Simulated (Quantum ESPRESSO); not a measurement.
# Near-edge structure at the Gd L₃ edge of GdO (F-43m)

What does one-electron theory with a core hole give for the Gd L₃ edge of GdO (F-43m)?

Main program and level: Quantum ESPRESSO 7.5; X-ray absorption near-edge structure, plane-wave PAW LDA, one-electron final states by a Lanczos continued fraction, without spin-orbit coupling.

## (1) Starting point

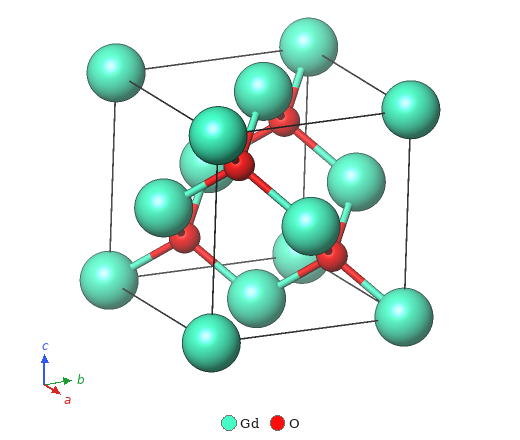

Start, viewed slightly off an axis; gadolinium teal, oxygen red. This picture shows the conventional cell, with its axes. Bonds to atoms that aren't drawn are left out. Some periodic images of atoms are drawn too.

## (2) The field without a hole

A plain self-consistent run shows whether there is a gap, which decides the set-up of the core-hole run.

The PAW data sets are made with ld1.x, with reconstruction data.

The input, scf.in:

```
&control
   calculation='scf', prefix='x', pseudo_dir='../pp', outdir='tmp', tprnfor=.true.
/
&system
   ibrav=0, nat=2, ntyp=2, nbnd=13
   ecutwfc=47, ecutrho=360
   occupations='smearing', smearing='mv', degauss=0.015
/
&electrons
   conv_thr=2.0e-08, electron_maxstep=120
   mixing_beta=0.5
/
ATOMIC_SPECIES
Gd3 1.0 Gd.lda-spdn-kjpaw.UPF
O 1.0 O.lda-n-kjpaw.UPF
CELL_PARAMETERS angstrom
  0.00000000 2.70000000 2.70000000
  2.70000000 0.00000000 2.70000000
  2.70000000 2.70000000 0.00000000
ATOMIC_POSITIONS crystal
Gd3  0.00000000 0.00000000 0.00000000
O    0.75000000 0.75000000 0.75000000
K_POINTS automatic
9 9 9 0 0 0
```

On the command line:

```bash
$ OMP_NUM_THREADS=1 mpirun --oversubscribe --bind-to none -np 4 pw.x -nk 4 -in scf.in > scf.out
```

Output:

```text
     [... banner and references ...]
using ibrav=0 with symmetry is DISCOURAGED, use correct ibrav instead

     G-vector sticks info
     --------------------

     Using Slab Decomposition

     bravais-lattice index     =            0
     lattice parameter (alat)  =       7.2157  a.u.
     unit-cell volume          =     265.6549 (a.u.)^3
     number of atoms/cell      =            2
     number of atomic types    =            2
     number of electrons       =        17.00
     number of Kohn-Sham states=           13
     kinetic-energy cutoff     =      47.0000  Ry
     charge density cutoff     =     360.0000  Ry
     scf convergence threshold =      2.0E-08
     mixing beta               =       0.5000
     number of iterations used =            8  plain     mixing
     Exchange-correlation= SLA  PZ   NOGX NOGC
                           (   1   1   0   0   0   0   0)

     celldm(1)=   7.215686  celldm(2)=   0.000000  celldm(3)=   0.000000
     celldm(4)=   0.000000  celldm(5)=   0.000000  celldm(6)=   0.000000

     crystal axes: (cart. coord. in units of alat)
               a(1) = (   0.000000   0.707107   0.707107 )
               a(2) = (   0.707107   0.000000   0.707107 )
               a(3) = (   0.707107   0.707107   0.000000 )

     reciprocal axes: (cart. coord. in units 2 pi/alat)
               b(1) = ( -0.707107  0.707107  0.707107 )
               b(2) = (  0.707107 -0.707107  0.707107 )
               b(3) = (  0.707107  0.707107 -0.707107 )

     PseudoPot. #1 for Gd:     Pseudo is Projector augmented-wave + core cor, Zval = 11.0

     ../pp/O.lda-n-kjpaw.UPF
     Pseudo is Projector augmented-wave + core cor, Zval =  6.0
     Shape of augmentation charge: PSQ
     Using radial grid of 1095 points,  4 beta functions with:
                l(1) =   0
                l(2) =   0
                l(3) =   1
                l(4) =   1
     Q(r) pseudized with 0 coefficients

     atomic species   valence    mass     pseudopotential
     Gd3              11.00     1.00000     Gd( 1.00)
     O                 6.00     1.00000     O ( 1.00)

     24 Sym. Ops. (no inversion) found

   Cartesian axes

     site n.     atom                  positions (alat units)
         1        Gd3    tau(   1) = (   0.0000000   0.0000000   0.0000000  )
         2        O      tau(   2) = (   1.0606602   1.0606602   1.0606602  )

     number of k points=    35  Marzari-Vanderbilt smearing, width (Ry)=  0.0150
                       cart. coord. in units 2pi/alat
        k(    1) = (   0.0000000   0.0000000   0.0000000), wk =   0.0027435
        k(    2) = (   0.0785674   0.0785674  -0.0785674), wk =   0.0219479
        k(    3) = (   0.1571348   0.1571348  -0.1571348), wk =   0.0219479
        k(    4) = (   0.2357023   0.2357023  -0.2357023), wk =   0.0219479
        k(    5) = (   0.3142697   0.3142697  -0.3142697), wk =   0.0219479
[...]
k(   33) = (  -0.0785674  -0.5499719   0.7071068), wk =   0.0658436
        k(   34) = (  -0.0000000  -0.4714045   0.6285394), wk =   0.0658436
        k(   35) = (  -0.0785674  -0.3928371   0.7071068), wk =   0.0658436

     Dense  grid:    30731 G-vectors     FFT dimensions: (  45,  45,  45)

     Smooth grid:    11575 G-vectors     FFT dimensions: (  32,  32,  32)

     Initial potential from superposition of free atoms

     starting charge      16.9794, renormalised to      17.0000
     Starting wfcs are   17 randomized atomic wfcs
     Checking if some PAW data can be deallocated...

     per-process dynamical memory:    31.4 Mb

     Self-consistent Calculation

     iteration #  1     ecut=    47.00 Ry     beta= 0.50
     Davidson diagonalization with overlap
     ethr =  1.00E-02,  avg # of iterations =  2.0

     total energy              =    -582.60616157 Ry
     estimated scf accuracy    <       0.62947214 Ry

     iteration #  2     ecut=    47.00 Ry     beta= 0.50
[...]
estimated scf accuracy    <       0.02230123 Ry

     iteration #  5     ecut=    47.00 Ry     beta= 0.50
     Davidson diagonalization with overlap
     ethr =  5.69E-05,  avg # of iterations =  1.9

     total energy              =    -582.87941481 Ry
     estimated scf accuracy    <       0.00442224 Ry

[...]
total energy              =    -582.88020101 Ry
[...]
iteration # 10     ecut=    47.00 Ry     beta= 0.50
     Davidson diagonalization with overlap
     ethr =  3.57E-09,  avg # of iterations =  5.4

     total energy              =    -582.88020220 Ry
     estimated scf accuracy    <       0.00000026 Ry

     iteration # 11     ecut=    47.00 Ry     beta= 0.50
     Davidson diagonalization with overlap
     ethr =  1.54E-09,  avg # of iterations =  1.0

     total energy              =    -582.88020218 Ry
     estimated scf accuracy    <       0.00000009 Ry

     iteration # 12     ecut=    47.00 Ry     beta= 0.50
     Davidson diagonalization with overlap
     ethr =  5.36E-10,  avg # of iterations =  2.0

     End of self-consistent calculation

          k = 0.0000 0.0000 0.0000 (  1459 PWs)   bands (ev):

   -34.2635 -11.7247 -11.7247 -11.7247  -8.7455   4.7032   4.7032   4.7032
     8.4977  13.2198  13.2198  15.1343  15.1343

          k = 0.0786 0.0786-0.0786 (  1435 PWs)   bands (ev):

   -34.2587 -11.8769 -11.7346 -11.7346  -8.6066   4.6243   4.7575   4.7575
     8.9505  13.0027  13.0027  14.8765  15.4098

          k = 0.1571 0.1571-0.1571 (  1429 PWs)   bands (ev):

   -34.2466 -12.2091 -11.7596 -11.7596  -8.3149   4.5882   4.8873   4.8873
     9.9436  12.7484  12.7484  14.3607  15.7463

          k = 0.2357 0.2357-0.2357 (  1441 PWs)   bands (ev):

   -34.2328 -12.5270 -11.7877 -11.7877  -8.0553   4.7624   5.0195   5.0195
    10.7647  12.7813  12.7813  13.9198  15.6946

          k = 0.3143 0.3143-0.3143 (  1452 PWs)   bands (ev):

   -34.2237 -12.7116 -11.8059 -11.8059  -7.9157   4.9946   5.0956   5.0956
    11.0110  13.0064  13.0064  13.6133  15.3953

          k = 0.1571 0.0000-0.0000 (  1435 PWs)   bands (ev):

[...]
k =-0.2357-0.3928 0.3928 (  1455 PWs)   bands (ev):

[...]
k =-0.1571-0.3143 0.3143 (  1445 PWs)   bands (ev):

[...]
k =-0.0786-0.2357 0.2357 (  1441 PWs)   bands (ev):

[...]
k =-0.0000-0.1571 0.1571 (  1432 PWs)   bands (ev):

[...]
k =-0.1571-0.4714 0.4714 (  1448 PWs)   bands (ev):

[...]
k = 0.3143 0.1571-0.0000 (  1438 PWs)   bands (ev):

[...]
k = 0.3928 0.2357-0.0786 (  1438 PWs)   bands (ev):

[...]
k = 0.4714 0.1571-0.0000 (  1441 PWs)   bands (ev):

[...]
k = 0.0000-0.3143 0.4714 (  1453 PWs)   bands (ev):

[...]
k =-0.0786-0.5500 0.7071 (  1454 PWs)   bands (ev):

   -34.2104 -12.7770 -11.9816 -11.9330  -7.6367   4.3341   5.5996   5.7794
    10.2158  11.4731  14.2578  15.2968  15.9040

          k =-0.0000-0.4714 0.6285 (  1451 PWs)   bands (ev):

   -34.2093 -12.7580 -12.0468 -11.9253  -7.6056   4.5907   5.4236   5.7768
    10.1501  11.4687  13.8432  15.3077  16.1546

          k =-0.0786-0.3928 0.7071 (  1442 PWs)   bands (ev):

   -34.2098 -12.7333 -12.0597 -11.9309  -7.6063   4.8519   5.1350   5.7800
    10.2215  11.3705  13.8278  15.1780  16.2361

     the Fermi energy is    10.5361 ev

!    total energy              =    -582.88020219 Ry
     total all-electron energy =    -22677.392424 Ry
     estimated scf accuracy    <          5.7E-09 Ry
     smearing contrib. (-TS)   =      -0.00003317 Ry
     internal energy E=F+TS    =    -582.88016902 Ry

     The total energy is F=E-TS. E is the sum of the following terms:
     one-electron contribution =     -25.53391104 Ry
     hartree contribution      =      21.83640534 Ry
     xc contribution           =     -69.84350064 Ry
     ewald contribution        =     -80.91304705 Ry
     one-center paw contrib.   =    -428.42611562 Ry

     convergence has been achieved in  12 iterations

     Forces acting on atoms (cartesian axes, Ry/au):

     atom    1 type  1   force =     0.00000000    0.00000000    0.00000000
     atom    2 type  2   force =     0.00000000    0.00000000    0.00000000

     Total force =     0.000000     Total SCF correction =     0.000000

     XML data file, charge density, pseudopotentials, collected wavefunctions

=------------------------------------------------------------------------------=
   JOB DONE.
=------------------------------------------------------------------------------=
```

The job ended after 4.3 s (4 MPI ranks of Intel Xeon Platinum 8488C (Sapphire Rapids), shared host; peak memory 0.09 GiB).

Absorbing atoms carry a label of their own (element plus a letter or digit), as the spectrum program needs them as separate species.

The mesh shows no gap, so the system is treated as a metal and the core electron is put at the Fermi level (neutral cell).

## (3) Spectrum without a core hole, Gd atom 1

Without a hole the spectrum is the empty density of states of the right symmetry on the absorber, weighted by matrix elements. It needs only the small cell and serves as the baseline.

The absorber has 4 O at 2.34 Å (tetrahedral, site symmetry -43m).

The input, xspectra.in:

```
&input_xspectra
   calculation='xanes_dipole', edge='L3'
   prefix='x', outdir='tmp', xiabs=1, xe0=10.5361
   xonly_plot=.false., x_save_file='xanes.sav'
   xniter=3000, xcheck_conv=20, xerror=0.005
   xcoordcrys=.false., xepsilon(1)=1, xepsilon(2)=0, xepsilon(3)=0
/
&plot
   xnepoint=501, xemin=-10, xemax=70, terminator=.true., cut_occ_states=.true.
   xgamma=0.4
/
&pseudos
   filecore='../Gd.wfc'
/
&cut_occ
   cut_desmooth=0.1, cut_stepl=0.05, cut_stepu=0.05, cut_ierror=1e-5
/
8 8 8 0 0 0
```

On the command line:

```bash
$ OMP_NUM_THREADS=1 mpirun --oversubscribe --bind-to none -np 4 xspectra.x -nk 4 -in xspectra.in > xspectra.out
```

Output:

```text
     [... banner and references ...]
Reading input_file

     calculation: xanes_dipole

     xepsilon  [cartesian coordinates]:   1.000000   0.000000   0.000000

     xonly_plot: FALSE
        => complete calculation: Lanczos + spectrum plot

     filecore (core-wavefunction file): ../Gd.wfc

     main plot parameters:
        cut_occ_states: TRUE
        gamma_mode:  constant
        -> using xgamma [eV]:  0.40
        xemin [eV]: -10.00
        xemax [eV]:  70.00
        xnepoint:  501
        xe0 [eV]:  10.536100 (energy zero read in input file)

[...]
Results of STEP 1 successfully written in x_save_file
     x_save_file name:
     ->  xanes.sav
     x_save_file version:  2

     ... End STEP 1 ...

     ... Begin STEP 2 ...

     The spectrum is calculated using the following parameters:
        xe0 [eV]:   10.5361
        the occupied states are elimintate from the spectrum
        xemin [eV]: -10.00
        xemax [eV]:  70.00
        xnepoint:  501
        constant broadening parameter [eV]:    0.400
        Core level energy [eV]:  -7243.
         (from electron binding energy of neutral atoms in X-ray data booklet)

     Cross-section successfully written in xanes.dat

     ... End STEP 2 ...

                                END JOB XSpectra
```

Wall time 73 s (4 MPI ranks); peak memory 0.11 GiB; 4.9 min of CPU time.

The core hole lives too briefly for so narrow a line (tabulated full width 4.0 eV). The run keeps xgamma small, and the tables are broadened afterwards: Lorentzian half width 2 eV (not a setting of the program: the run's 0.4 eV curve was folded afterwards with a further Lorentzian).

The Gd L₃ spectrum, Gd atom 1, no core hole (energy from the energy zero of the input (xe0, at the border of filled and empty states); intensity scaled to a mean of 1 over the first 20 eV; folded afterwards to Lorentzian half width 2 eV; the points at xe0, where the cut of filled states can leave a spike, are interpolated):

```
E (eV)  intensity
  -2.0       0.32
  -0.5       0.55
   1.0       0.91
   2.5       1.31
   4.0       1.67
   5.5       1.73
   7.0       1.27
   8.5       0.98
  10.0       0.87
  11.5       0.81
  13.0       0.72
  14.5       0.67
  16.0       0.71
  17.5       0.75
  19.0       0.72
  20.5       0.66
  22.0       0.61
  23.5       0.59
  25.0       0.60
  26.5       0.65
  28.0       0.69
  29.5       0.71
  31.0       0.72
```

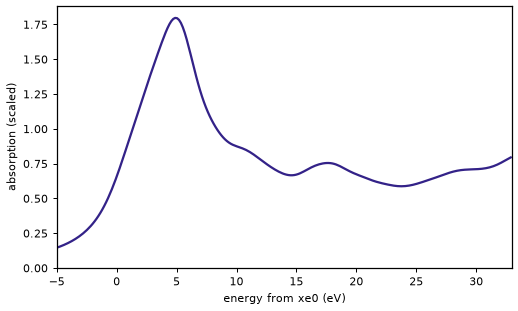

The Gd L₃ edge, Gd atom 1, no core hole: main maxima at 4.9 and 17.7 eV.

Main maxima below 30 eV (height): 4.9 eV (1.80) and 17.7 eV (0.75). At an L edge the dipole rule selects empty d (and weakly s) states on the absorber, and the strong line at the onset measures the empty part of its d band.

## (4) Supercell without a hole, the energy reference

The photon energy needs a difference of total energies, so the cell and mesh of the coming hole run are first run without a hole.

The input, scf.in:

```
&control
   calculation='scf', prefix='x', pseudo_dir='../pp', outdir='tmp', tprnfor=.true.
/
&system
   ibrav=0, nat=8, ntyp=2, nbnd=42
   ecutwfc=47, ecutrho=360
   occupations='smearing', smearing='mv', degauss=0.015
/
&electrons
   conv_thr=8.0e-08, electron_maxstep=120
   mixing_beta=0.5
/
ATOMIC_SPECIES
Gd 1.0 Gd.lda-spdn-kjpaw.UPF
O 1.0 O.lda-n-kjpaw.UPF
CELL_PARAMETERS angstrom
  0.00000000 -5.40000000 0.00000000
  -5.40000000 0.00000000 0.00000000
  0.00000000 0.00000000 -5.40000000
ATOMIC_POSITIONS crystal
Gd   0.00000000 0.00000000 0.00000000
Gd   0.50000000 0.00000000 0.50000000
Gd   0.00000000 0.50000000 0.50000000
Gd   0.50000000 0.50000000 0.00000000
O    0.25000000 0.25000000 0.25000000
O    0.75000000 0.25000000 0.75000000
O    0.25000000 0.75000000 0.75000000
O    0.75000000 0.75000000 0.25000000
K_POINTS automatic
5 5 5 0 0 0
```

On the command line:

```bash
$ OMP_NUM_THREADS=1 mpirun --oversubscribe --bind-to none -np 4 pw.x -nk 4 -in scf.in > scf.out
```

Output:

```text
     [... banner and references ...]
[banner, memory and clock lines left out]
Found identity + ( -0.5000  0.0000 -0.5000) symmetry
     This is a supercell, fractional translations are disabled
     using ibrav=0 with symmetry is DISCOURAGED, use correct ibrav instead

     G-vector sticks info

     bravais-lattice index     =            0
     lattice parameter (alat)  =      10.2045  a.u.
     unit-cell volume          =    1062.6197 (a.u.)^3
[...]
atom    3 type  1   force =    -0.00000000   -0.00000000   -0.00000000
[...]
atom    7 type  2   force =     0.00000008   -0.00000008    0.00000008
     atom    8 type  2   force =     0.00000008    0.00000008   -0.00000008

     Total force =     0.000000     Total SCF correction =     0.000002
     SCF correction compared to forces is large: reduce conv_thr to get better values

     XML data file, charge density, pseudopotentials, collected wavefunctions
[key lines of the parts left out:]
!    total energy              =   -2331.51936852 Ry
the Fermi energy is    10.4992 ev
convergence has been achieved in  21 iterations
```

Wall time 26 s (4 MPI ranks); peak memory 0.23 GiB; 1.7 min of CPU time.

Reference energy: -1234166.549 eV with the cores included.

## (5) The atom with a core hole

The frozen core must hold the hole, so the absorber gets a data set of its own.

The input, Gd.lda-spdn-kjpaw-2pch.ld1.in:

```
&input
   title='Gd', zed=64., rel=1, iswitch=3, dft='PZ',
   config='1s2 2s2 2p5 3s2 3p6 3d10 4s2 4p6 4d10 5s2 5p6 4f7.0 5d2 6s1.5 6p0.5'
/
&inputp
   file_pseudopw='Gd.lda-spdn-kjpaw-2pch.UPF', author='',
   lpaw=.true.,
   pseudotype=3,
   lloc=-1,
   rcloc=2.0,
   which_augfun='PSQ',
   rmatch_augfun_nc=.true.,
   nlcc=.true.,
   new_core_ps=.true.,
   rcore=1.1,
   tm=.true.,
   zval=12,
   lgipaw_reconstruction=.true., use_paw_as_gipaw=.true.
/
6
5S  1  0  2.00  0.00  1.30  1.70  0.0
6S  2  0  1.50  0.00  1.30  1.70  0.0
5P  2  1  6.00  0.00  1.30  1.80  0.0
6P  3  1  0.50  0.00  1.30  1.80  0.0
5D  3  2  2.00  0.00  1.30  2.00  0.0
5D  3  2  0.00  2.00  1.30  2.00  0.0
```

On the command line:

```bash
$ ld1.x < Gd.lda-spdn-kjpaw-2pch.ld1.in > Gd.lda-spdn-kjpaw-2pch.ld1.out
```

Output:

```text
     [... banner and references ...]
PAW data will be used for GIPAW calculation
     --------------------------- All-electron run ----------------------------

     Gd
     scalar relativistic calculation

     atomic number is 64.00
     dft =PZ   lsd =0 sic =0 latt =0  beta=0.20 tr2=1.0E-14
     Exchange-correlation= PZ
                           (   1   1   0   0   0   0   0)
     mesh =1263 r(mesh) = 101.10069 a.u. xmin = -7.00 dx = 0.01250
     1 Ry =  13.60569312 eV, c = 137.03599908

     n l     nl                  e(Ry)          e(Ha)          e(eV)
     1 0     1S 1( 2.00)     -3699.5807     -1849.7904    -50335.3600
     2 0     2S 1( 2.00)      -619.8006      -309.9003     -8432.8173
     2 1     2P 1( 5.00)      -554.4175      -277.2087     -7543.2340
[...]
3 2     3D 1(10.00)       -91.5392       -45.7696     -1245.4549
[...]
4 2     4D 1(10.00)       -11.9612        -5.9806      -162.7407
[...]
final scf error:  4.1E-15 reached in  30 iterations

     Etot =  -21980.425564 Ry,  -10990.212782 Ha, -299058.924933 eV

     Ekin =   23614.311191 Ry,   11807.155595 Ha,  321289.071370 eV
     Encl =  -53608.356126 Ry,  -26804.178063 Ha, -729378.842285 eV
     Eh   =    8481.044819 Ry,    4240.522409 Ha,  115390.493165 eV
     Exc  =    -467.425447 Ry,    -233.712723 Ha,   -6359.647183 eV

     normalization and overlap integrals

     s(1S/1S) =  1.000000  <r> =   0.0219  <r2> =    0.0007  r(max) =   0.0140
     s(1S/2S) = -0.023030
     s(1S/3S) = -0.010030
     s(1S/4S) = -0.004855
[...]
s(2S/2S) =  1.000000  <r> =   0.0929  <r2> =    0.0102  r(max) =   0.0784
[...]
normalization and overlap integrals

[...]
s(3D/3D) =  1.000000  <r> =   0.2169  <r2> =    0.0553  r(max) =   0.1766
     s(3D/4D) = -0.001297
     s(3D/5D) = -0.000301
[...]
s(4S/6S) = -0.000177
[...]
s(4P/6P) = -0.000109
     s(4D/4D) =  1.000000  <r> =   0.6185  <r2> =    0.4434  r(max) =   0.5440
     s(4D/5D) = -0.000223
     s(5S/5S) =  1.000000  <r> =   1.2967  <r2> =    1.8907  r(max) =   1.1660
     s(5S/6S) = -0.000096
     s(5P/5P) =  1.000000  <r> =   1.5040  <r2> =    2.5680  r(max) =   1.3213
     s(5P/6P) = -0.000055
     s(4F/4F) =  1.000000  <r> =   0.7861  <r2> =    0.7891  r(max) =   0.5372
     s(5D/5D) =  1.000000  <r> =   2.4637  <r2> =    7.3611  r(max) =   1.8060
     s(6S/6S) =  1.000000  <r> =   3.7462  <r2> =   15.9497  r(max) =   3.1696
     s(6P/6P) =  1.000000  <r> =   5.2286  <r2> =   31.5136  r(max) =   4.2786

     ------------------------ End of All-electron run ------------------------

     ---------------------- Testing the pseudopotential ----------------------

     Gd
     scalar relativistic calculation

     atomic number is 64.00   valence charge is 12.00
     dft = SLA  PZ   NOGX NOGC   lsd =0 sic =0 latt =0  beta=0.20 tr2=1.0E-14
     mesh =1263 r(mesh) = 101.10069 xmin = -7.00 dx = 0.01250

     n l     nl             e AE (Ry)        e PS (Ry)    De AE-PS (Ry)
[...]
3 1     6P   1( 0.50)       -0.13165       -0.13164       -0.00000
     3 2     5D   1( 2.00)       -0.31850       -0.31849       -0.00001

     eps = 1.4E-16  iter =  6

     Etot =  -21980.425564 Ry,  -10990.212782 Ha, -299058.924933 eV
     Etotps =  -539.354222 Ry,    -269.677111 Ha,   -7338.288034 eV

     Ekin =     162.871379 Ry,      81.435690 Ha,    2215.978008 eV
     Encl =    -302.460082 Ry,    -151.230041 Ha,   -4115.179055 eV
     Ehrt =      67.660071 Ry,      33.830035 Ha,     920.562162 eV
     Ecxc =    -467.425591 Ry,    -233.712796 Ha,   -6359.649149 eV
     (Ecc =     -46.147202 Ry,     -23.073601 Ha,    -627.864670 eV)

     ---------------------- End of pseudopotential test ----------------------
```

Elapsed: 0.97 s, on 1 MPI rank; peak memory 0.13 GiB.

[end of part 1 of 2]

[Banner, clock and machine lines of the logs are left out without a mark of their own.]

[Logs are printed without paths, hosts, clocks, repeated set-up lines and the standing remarks that a program may print on its own settings, such as how far it seeks lower states.]

[Hosts, paths, dates, database ids (printed as entryN), source tags and the programs' standing remarks are cut or masked in the printed files.]

[Lists of maxima count a maximum above −3 eV only where it reaches 4 % of the highest in the window and stands out from its surroundings by 2 % of it (1.5 % where it reaches 55 %); shoulders and weaker maxima are passed over, and of the rest the first, up to two pre-edge ones and the few strongest are named.]
